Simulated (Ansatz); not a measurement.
RbCl under a change: Rb vacancy, symmetric start

Base system: a 16-atom supercell of RbCl in the rock salt structure (space group Fm-3m, No. 225; a = 6.698 Å) at its relaxed geometry.

Now apply this change: one Rb atom is removed, atoms relaxed at fixed cell.

Calculations: PBE (Ansatz, a quantum-chemistry and plane-wave program), scalar-relativistic without spin-orbit coupling. Γ-centred 3×3×3 mesh, Fermi–Dirac width 0.01 eV.

```csv
quantity,base,changed,shift
pressure,0.0 GPa,0.2 GPa,+0.2 GPa
largest displacement of a host atom from its site in the perfect cell,–,0.14 Å,–
```

Final structure:

```yaml
crystal:
  lattice:
    - [0.00000, 6.69782, 6.69782]
    - [6.69782, 0.00000, 6.69782]
    - [6.69782, 6.69782, 0.00000]
  atoms:
    - { symbol: Cl, position: [0.00000, 0.00000, 0.00000] }
    - { symbol: Cl, position: [0.98932, 0.98932, 0.51068] }
    - { symbol: Cl, position: [0.98932, 0.51068, 0.98932] }
    - { symbol: Cl, position: [0.98932, 0.51068, 0.51068] }
    - { symbol: Cl, position: [0.51068, 0.98932, 0.98932] }
    - { symbol: Cl, position: [0.51068, 0.98932, 0.51068] }
    - { symbol: Cl, position: [0.51068, 0.51068, 0.98932] }
    - { symbol: Cl, position: [0.50000, 0.50000, 0.50000] }
    - { symbol: Rb, position: [0.25000, 0.25000, 0.75000] }
    - { symbol: Rb, position: [0.25000, 0.75000, 0.25000] }
    - { symbol: Rb, position: [0.25000, 0.75000, 0.75000] }
    - { symbol: Rb, position: [0.75000, 0.25000, 0.25000] }
    - { symbol: Rb, position: [0.75000, 0.25000, 0.75000] }
    - { symbol: Rb, position: [0.75000, 0.75000, 0.25000] }
    - { symbol: Rb, position: [0.75000, 0.75000, 0.75000] }
```

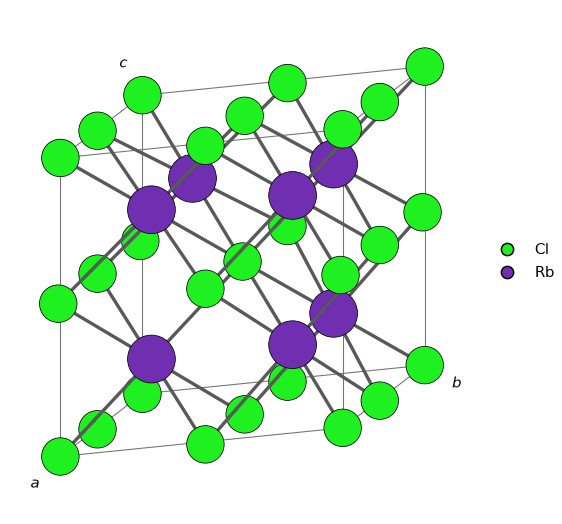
Figure. The relaxed cell after the change

The magnetic state is the one reached from the starting moments; the real material's order can differ, and small cells can't hold many antiferromagnetic ones. In so small a cell the defect repeats every few ångströms: this is an ordered compound, not a dilute defect. A case with no gap was solved on a k-mesh chosen for an insulator, which is coarse for it. The defect started on the symmetric site and kept its symmetry, so it may sit on a saddle. The defect cell is spin-polarised and ends with 1.0 μB.
